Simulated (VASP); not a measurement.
Band structure of GeSb$_{2}$Te$_{4}$ (space group R-3m). All values below come from PBE GGA, VASP's PBE PAW potentials (set 64) (plane waves; VASP).

Unless said otherwise, spin-orbit coupling is left out, though it shifts the bands of the heavy elements here.

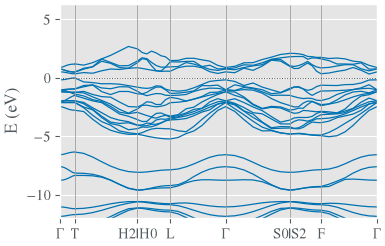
Figure: Bands along high-symmetry lines, zero at the valence-band maximum or, without a gap, the Fermi level

**Question.** Read the plot: is there a gap, and where are the band edges?

**Answer.** The gap is indirect, 0.34 eV, from the valence maximum at T to the conduction minimum at F-Γ at 0.86.

The structure was generated: GeSb2Te4 was put into an ordered model structure, which need not be its known phase. The cell was not relaxed at this level. The k-mesh is coarse (spacing up to 0.56 per Å, 2π included), so the numbers may not be converged in it.
